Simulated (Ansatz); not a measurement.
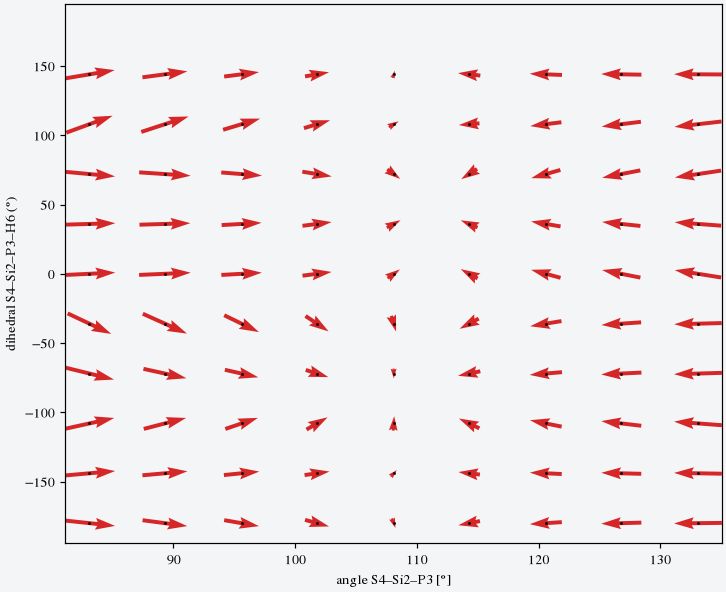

ClFH3PSSi, SMILES F[Si](P)(S)Cl. 
- First axis: angle S4–Si2–P3. Second axis: dihedral S4–Si2–P3–H6.
- Nothing is relaxed (all other coordinates rigid).
- The grid has 9 × 10 points.
- The calculation used Ansatz 0.2.0, RKS BHLYP-D4/def2-SVP.

Drawn: dots at the grid points, arrows along the force (downhill), their lengths compressed.

**The arrows alone are given. Where are the wells?**

The arrows converge at about angle S4–Si2–P3 = 108°, dihedral S4–Si2–P3–H6 = −80°; about angle S4–Si2–P3 = 111°, dihedral S4–Si2–P3–H6 = 45° (0.035 eV up); about angle S4–Si2–P3 = 108°, dihedral S4–Si2–P3–H6 = 155° (0.038 eV up) (read from the interpolated surface).

The energy map of the same scan:

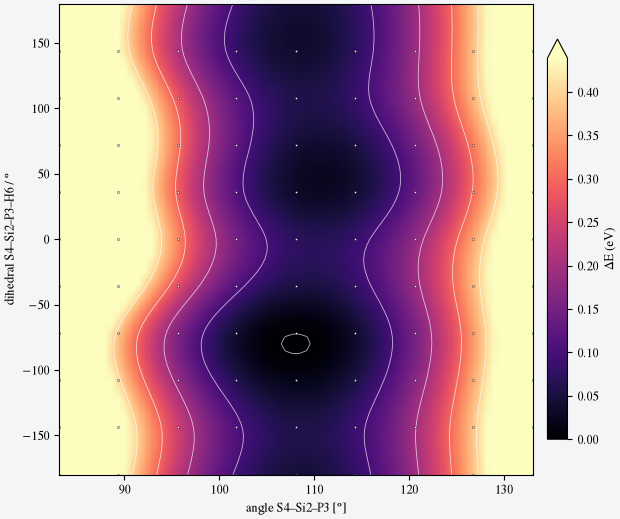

Energies are in eV, from the lowest grid point; between grid points the surface is interpolated.
